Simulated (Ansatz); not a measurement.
**How Pt (Fm-3m) expands on warming**

How much does Pt expand with temperature?

Calculated with Ansatz 0.2.0; DFT PBEsol, scalar-relativistic, plane waves, PAW; PAW set soft_1.

## (1) Starting point

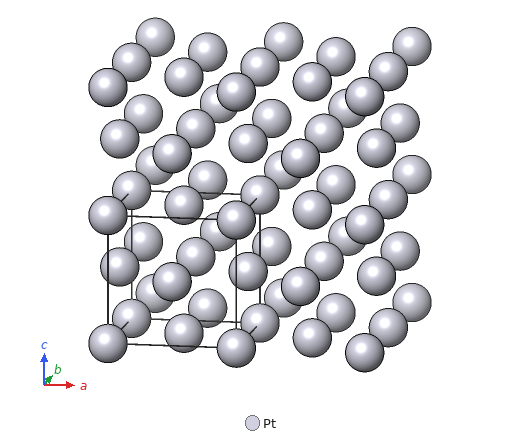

The cell as given, slightly off an axis (platinum light grey). 2×2×2 cells are drawn. This picture shows the conventional cell, with its axes. Some periodic images of atoms are drawn too.

## (2) A first coarse run

Before spending time, one coarse run tells the gap and the pressure of the starting cell.

Input file input.yaml:

```yaml
crystal:
  lattice:
    - [0.0, 1.9609, 1.9609]
    - [1.9609, 0.0, 1.9609]
    - [1.9609, 1.9609, 0.0]
  atoms:
    - { symbol: Pt, position: [0.0, 0.0, 0.0] }
kpoints:
  mp_grid: { grid: [8, 8, 8] }
hamiltonian:
  xc: pbesol
  pseudopotentials: { kind: paw, azcp: { folder: soft_1 }, xc_functional: pbe }
scf:
  occupations: { method: gaussian, width: 0.1 }
  lower_state_search: "off"
output:
  forces: true
  stress: true
  eigenvalues: true
```

Launch:

```console
$ ansatz run input.yaml --threads 8 --pin off --max-ram 16384MiB --backend cpu --events-out ev --progress --plain --runs-dir out
```

Numbers of over 12 decimals in the logs are rounded to 6 here.

The log of the run:

```text
Engine: ansatz 0.2.0, aarch64-unknown-linux-gnu
Pseudopotentials: kind: paw
Pseudopotential: Pt, paw, valence charge 18, recommended cutoff 420 eV (normal), soft_1/Pt.paw.azcp
Functional definition: PBEsol
  exchange = pbesol_x
  correlation = pbesol_c
Crystal: 1 atoms, lattice volume = 15.080 Å³
Basis set: ecut = 420 eV, 283 PW (Γ), exchange–correlation on 40×40×40 points (8 copies of the dense FFT grid, shifted against one another)
Bands: 13, of which v1, the nominal top of the filled ones, is band 9 counted from 1 (8 counted from 0)
Symmetry: 48 space group operations
Space group: Fm-3m (ITA 225), of the structure as read, at distance tolerance 2.5e-5 Å
k-points: 29 of 512
Non-local potential: Pt, projectors of the file, l = 0: 3, l = 1: 2, l = 2: 2, l = 3: 1
PAW form: soft (Blöchl's): semilocal exchange-correlation on the pseudo side does not see the compensation charge
PAW frozen core: Pt, regenerated for the run's functional, and the local potential with it (the file was generated under x = pbe(κ = 0.804, μ = 0.219515), c = pbe(β = 0.066725))
PAW one-centre angular grid: Pt, 590 points (default); XC on 64 Gauss nodes
Initial density: superposition of atomic densities (chi_scale 0.1, normalization cell)
Initial wavefunctions: pseudopotential atomic-orbital guess
Functional: x = pbesol(κ = 0.804, μ = 0.123457), c = pbesol(β = 0.046)
SCF iter   1: F=—  HF=-12385.811838 eV  |F-HF|=—  |Δ(HF+E_count)|=         —  Δρ=9.41e-2  dr2=1.27e0  ethr=3.10e-3  ⟨swp⟩=5.0  Hψ=1919  notcnv=0
preconditioner: auto → none  [metal: Δε(μ)=0.054 eV  Ē_g=13.911 eV  σ=0.100 eV  W_gap=0.30  n_scr=8 (ndim 8)  ℏωp=30.2 eV  f_vac=0.000  D(μ)=1.48/eV (n_scr^D=14)  sad-step TF]
SCF iter   2: F=—  HF=-12385.457118 eV  |F-HF|=—  |Δ(HF+E_count)|=   3.55e-1  Δρ=4.39e-2  dr2=2.60e-1  ethr=3.10e-3  ⟨swp⟩=2.4  Hψ=758  notcnv=0  defer=4
SCF iter   3: F=—  HF=-12385.377123 eV  |F-HF|=—  |Δ(HF+E_count)|=   8.00e-2  Δρ=5.00e-3  dr2=1.36e-3  ethr=1.45e-3  ⟨swp⟩=2.0  Hψ=614  notcnv=0  defer=4
SCF iter   4: F=—  HF=-12385.378064 eV  |F-HF|=—  |Δ(HF+E_count)|=   9.41e-4  Δρ=1.38e-4  dr2=6.95e-7  ethr=7.58e-6  ⟨swp⟩=2.1  Hψ=626  notcnv=0  defer=4
SCF iter   5: F=—  HF=-12385.378067 eV  |F-HF|=—  |Δ(HF+E_count)|=   2.81e-6  Δρ=7.73e-5  dr2=7.61e-7  ethr=5.56e-10  ⟨swp⟩=7.0  Hψ=1952  notcnv=0
SCF iter   6: F=-12385.378067 eV  HF=-12385.378067 eV  |F-HF|=1.80e-9  |Δ(HF+E_count)|=   2.50e-7  Δρ=3.94e-6  dr2=2.19e-9  ethr=5.56e-10  ⟨swp⟩=3.0  Hψ=1414  notcnv=0
SCF 1 converged in 6 iterations: F = -12385.378067 eV  dr2 = 2.19e-9
  greatest PAW one-centre occupation: 1.000 electrons in one spin orbital (limit 2), on the Pt atom at site 0 (counted from 0), in its partial waves of l = 0
SCF converged after 6 iterations
Free energy (F): -12385.378067 eV
Harris-Foulkes:  -12385.378067 eV  (|F-HF|=1.80e-9)
Internal energy: -12385.369235 eV  (E = F + TS)
E sigma→0 (E₀):  -12385.373651 eV
Entropy (-TS):   -0.008831 eV (-8.831 meV/atom)
Fermi energy:    23.160840 eV
--- Per-component energies (eV) ---
  E_band       = -132.622211
  E_kinetic    = 596.465564
  E_local      = -1425.053156  (includes V_loc(G=0)·N_el)
  E_nonlocal   = 207.009099
  E_hartree    = 539.893595
  E_xc         = -231.063425
  E_vxc        = -270.974000  (∫ρ·V_xc dr)
  E_paw        = -9345.767716  (= ΣΔE_a)
  E_vpaw       = -319.860231  (= ΣTr[D̂ρ^β])
  E_aug_tail   = 0.001116  (compensation charges beyond the density's cutoff)
  E_ewald      = -2727.141345
  E_core_change = 0.287031  (= ΣΔE_core)
  E_smearing   = -0.008831  (= −TS)
  E_closure    = -0.000000  (closes the sum)
  Σ components = -12385.378067   (vs F -12385.378067, Δ=0.00e0)
--- Forces (eV/Å), atoms counted from 1 ---
  atom   1  Pt    -0.00000000     0.00000000     0.00000000
  max |Σ_I F_I| component: 2.26e-32 eV/Å
--- Stress (GPa, compression-positive) ---
       -1.432947      -0.000000      -0.000000
       -0.000000      -1.432947       0.000000
       -0.000000       0.000000      -1.432947
  P = ⅓ Tr σ = -1.4329 GPa (-14.329 kbar)
--- Band table (eV; the first three rows and the last of 29) ---
  k-point 0: bands = [... 5 lower, 19.3817, 19.3817, 19.3817, 21.5606, 21.5606, 37.8054, 42.7303, 42.7303]
  k-point 1: bands = [... 5 lower, 19.1387, 19.6025, 19.6025, 21.4593, 21.4593, 38.6882, 40.2768, 43.6558]
  k-point 2: bands = [... 5 lower, 19.0281, 19.7600, 19.7600, 21.7370, 21.7370, 36.4595, 39.5264, 45.7297]
  k-point 28: bands = [... 5 lower, 18.6128, 18.6128, 21.1821, 23.6906, 30.2743, 31.4474, 31.4474, 35.2185]
```

The job ended after 0.78 s (8 threads of Arm Neoverse V2, shared host; peak memory 0.25 GiB).

Numbers from this step:

```
pressure          : -1.433 GPa
volume per atom   : 15.08 Å³/atom
gap on the k-mesh : 0 eV
```

The start is under -1.4 GPa at this level and looks like a metal on this mesh.

## (3) Relaxation

The vibrations must be taken about the equilibrium of this functional, not about the starting cell, so the structure is relaxed.

input.yaml: that of step 2 with these lines changed.

```diff
@@ -8,3 +8,3 @@
 kpoints:
-  mp_grid: { grid: [8, 8, 8] }
+  mp_grid: { grid: [18, 18, 18] }
 hamiltonian:
@@ -19 +19,6 @@
   eigenvalues: true
+relax:
+  adjacent_minimum: "off"
+  f_tol: 0.005
+  max_steps: 80
+  cell: { stress_tol: 0.05 }
```

The log of the run:

```text
[...]
Crystal: 1 atoms, lattice volume = 15.080 Å³
Basis set: ecut = 420 eV, 283 PW (Γ), exchange–correlation on 40×40×40 points (8 copies of the dense FFT grid, shifted against one another)
Bands: 13, of which v1, the nominal top of the filled ones, is band 9 counted from 1 (8 counted from 0)
Symmetry: 48 space group operations
[...]
k-points: 195 of 5832
[...]
SCF iter   1: F=—  HF=-12385.803439 eV  |F-HF|=—  |Δ(HF+E_count)|=         —  Δρ=9.30e-2  dr2=1.24e0  ethr=3.10e-3  ⟨swp⟩=5.0  Hψ=12990  notcnv=0
[...]
SCF iter   6: F=-12385.386938 eV  HF=-12385.386938 eV  |F-HF|=2.12e-8  |Δ(HF+E_count)|=   3.18e-7  Δρ=1.45e-5  dr2=2.68e-8  ethr=5.56e-10  ⟨swp⟩=3.0  Hψ=9546  notcnv=0
SCF 1 converged in 6 iterations: F = -12385.386938 eV  dr2 = 2.68e-8
[...]
relax step   1: F+E_penalty+E_count = -12385.38693790 eV  Δ(F+E_penalty+E_count) = +0.000e0 eV  max|allowed force component| = 0.000e0 eV/Å  Δτ_max = 0.0000 Å  P = -0.847 GPa  Ω = 15.080 Å³  (6 SCF iters, dr2 threshold 1.00e-7 eV, accepted)
Crystal: 1 atoms, lattice volume = 14.955 Å³
[...]
iter 1 solved again at ethr=1.38e-7 eV; its pass at ethr=3.10e-3 eV (dr2=2.48e-5 eV) is discarded
[...]
SCF iter   4: F=-12385.386721 eV  HF=-12385.386721 eV  |F-HF|=1.02e-9  |Δ(HF+E_count)|=   1.04e-7  Δρ=6.59e-6  dr2=1.80e-9  ethr=5.56e-10  ⟨swp⟩=4.0  Hψ=7891  notcnv=0
SCF 2 converged in 4 iterations: F = -12385.386721 eV  dr2 = 1.80e-9
relax step   2: F+E_penalty+E_count = -12385.38672109 eV  Δ(F+E_penalty+E_count) = +2.168e-4 eV  max|allowed force component| = 0.000e0 eV/Å  Δτ_max = 0.0000 Å  P = +1.560 GPa  Ω = 14.955 Å³  energy of the carried Pulay correction = +5.348e-5 eV  (4 SCF iters, dr2 threshold 1.00e-7 eV, rejected (line search))
Crystal: 1 atoms, lattice volume = 15.036 Å³
[...]
SCF iter   5: F=-12385.387075 eV  HF=-12385.387075 eV  |F-HF|=9.09e-12  |Δ(HF+E_count)|=  7.08e-10  Δρ=3.53e-7  dr2=4.62e-12  ethr=1.00e-12  ⟨swp⟩=3.8  Hψ=11851  notcnv=0
SCF 3 converged in 5 iterations: F = -12385.387075 eV  dr2 = 4.62e-12
relax step   3: F+E_penalty+E_count = -12385.38707542 eV  Δ(F+E_penalty+E_count) = -1.375e-4 eV  max|allowed force component| = 0.000e0 eV/Å  Δτ_max = 0.0000 Å  P = -0.010 GPa  Ω = 15.036 Å³  energy of the carried Pulay correction = +1.887e-5 eV  (5 SCF iters, accepted)
[...]
SCF iter   4: F=-12385.387054 eV  HF=-12385.387054 eV  |F-HF|=0.00e0  |Δ(HF+E_count)|=  7.28e-12  Δρ=1.81e-7  dr2=1.15e-12  ethr=1.00e-12  ⟨swp⟩=3.0  Hψ=10574  notcnv=0
SCF 4 converged in 4 iterations: F = -12385.387054 eV  dr2 = 1.15e-12
relax step   4: F+E_penalty+E_count = -12385.38705423 eV  Δ(F+E_penalty+E_count) = +2.119e-5 eV  max|allowed force component| = 0.000e0 eV/Å  Δτ_max = 0.0000 Å  P = -0.008 GPa  Ω = 15.036 Å³  stress off target by 7.84e-3 GPa  SCF on the basis re-selected at this cell (its energy is not comparable with the rows above)  (4 SCF iters)
basis re-selected at this cell: Δ(F+E_penalty+E_count) = +2.119e-5 eV, ΔP = +0.002 GPa vs the last step (what re-selecting the basis moved, of the pressure what is left beyond the Pulay correction that the steps carried, after the strain that the cell walked since its last selection, with what the two solves' SCF thresholds leave and, on support functions, any second-order correction that the steps lacked; it is no measure of the basis error at this ecutwfc). This SCF's stress stands 7.84e-3 GPa from its target on what of the cell is left free (relax.cell.stress_tol is 5.00e-2 GPa) and its largest allowed force component is 0.00e0 eV/Å (relax.f_tol is 5.00e-3 eV/Å): [rest of the remark cut]
SCF converged after 4 iterations
Free energy (F): -12385.387054 eV
[...]
Internal energy: -12385.376445 eV  (E = F + TS)
E sigma→0 (E₀):  -12385.381750 eV
Entropy (-TS):   -0.010609 eV (-10.609 meV/atom)
Fermi energy:    23.321739 eV
[...]
--- Stress (GPa, compression-positive) ---
       -0.007840      -0.000000      -0.000000
       -0.000000      -0.007840       0.000000
       -0.000000      -0.000000      -0.007840
  P = ⅓ Tr σ = -0.0078 GPa (-0.078 kbar)
--- Band table (eV; the first three rows and the last of 195) ---
  k-point 0: bands = [... 5 lower, 19.4816, 19.4816, 19.4816, 21.6760, 21.6760, 37.8873, 42.8305, 42.8305]
  k-point 1: bands = [... 5 lower, 19.4248, 19.5320, 19.5320, 21.6473, 21.6473, 38.0811, 42.1607, 43.0204]
  k-point 2: bands = [... 5 lower, 19.2790, 19.6642, 19.6642, 21.5860, 21.5860, 38.6105, 40.7637, 43.5728]
  k-point 194: bands = [... 5 lower, 18.2753, 19.1765, 21.3754, 23.8199, 30.4308, 30.8529, 32.2243, 35.3475]
--- Relaxed structure (3 steps of the walk, 2 accepted, 1 SCFs on fresh bases) ---
  F+E_penalty+E_count = -12385.38705423 eV   max|allowed force component| = 0.000e0 eV/Å   (the final SCF, on the basis selected at the relaxed cell)
  cell:  # Å, volume = 15.0356 Å³
    - [0, 1.958980, 1.958980]
    - [1.958980, 0, 1.958980]
    - [1.958980, 1.958980, 0.0]
  atoms:
    - { symbol: Pt, position: [0.0, 0.0, 0.0] }
```

Wall time 1.5 s (8 threads); peak memory 0.31 GiB; 8.6 s of CPU time.

Little changed from the start: no atom moved by 0.005 Å and no cell edge by 0.1 %.

Numbers from this step:

- pressure: -0.007840 GPa
- volume per atom: 15.04 Å³/atom

## (4) Relaxing to small residual forces and stress

The thresholds are tightened for a last relaxation ahead of the phonons, and where mesh or smearing change with them the cell follows.

input.yaml, the sections that differ from step 3:

```yaml
crystal:
  lattice:
    - [0.0, 1.9589796718, 1.9589796718]
    - [1.9589796718, 0.0, 1.9589796718]
    - [1.9589796718, 1.9589796718, 0.0]
  atoms:
    - { symbol: Pt, position: [0.0, 0.0, 0.0] }
kpoints:
  mp_grid: { grid: [20, 20, 20] }
scf:
  occupations: { method: methfessel_paxton, width: 0.2 }
  lower_state_search: "off"
relax:
  adjacent_minimum: "off"
  f_tol: 0.001
  max_steps: 60
  cell: { stress_tol: 0.01 }
# hamiltonian, output: as in step 3
```

The log of the run:

```text
[...]
Crystal: 1 atoms, lattice volume = 15.036 Å³
Basis set: ecut = 420 eV, 283 PW (Γ), exchange–correlation on 40×40×40 points (8 copies of the dense FFT grid, shifted against one another)
Bands: 13, of which v1, the nominal top of the filled ones, is band 9 counted from 1 (8 counted from 0)
Symmetry: 48 space group operations
[...]
k-points: 256 of 8000
[...]
k-point 2: bands = [... 5 lower, 19.3213, 19.6426, 19.6426, 21.6088, 21.6088, 38.4905, 41.0745, 43.4437]
  k-point 255: bands = [... 5 lower, 18.7114, 18.7114, 21.3001, 23.8317, 30.4112, 31.5759, 31.5759, 35.3629]
--- Relaxed structure (3 steps of the walk, 2 accepted, 1 SCFs on fresh bases) ---
[...]
cell:  # Å, volume = 15.0322 Å³
    - [0, 1.958833, 1.958833]
    - [1.958833, 0, 1.958833]
    - [1.958833, 1.958833, 0]
  atoms:
    - { symbol: Pt, position: [0.0, 0.0, 0.0] }
[key lines of the parts left out:]
SCF converged after 4 iterations
Free energy (F): -12385.386286 eV
Fermi energy:    23.332989 eV
P = ⅓ Tr σ = 0.0003 GPa (0.003 kbar)
```

It took 1.8 s on 8 threads; peak memory 0.33 GiB.

Little changed from the start: no atom moved by 0.005 Å and no cell edge by 0.1 %.

This step gave:

```yaml
pressure: 3.11e-4 GPa
volume_per_atom: 15.03 Å³/atom
```

The residual pressure is 3.1e-4 GPa, small enough for phonons.

(Continued in part 2 of 2.)

[Logs are printed without paths, hosts, clocks, repeated set-up lines and the standing remarks that a program may print on its own settings, such as how far it seeks lower states.]

[Hosts, paths, dates, database ids (printed as entryN), source tags and the programs' standing remarks are cut or masked in the printed files.]

[A step with changed settings may run another functional than the one named; its input shows which.]
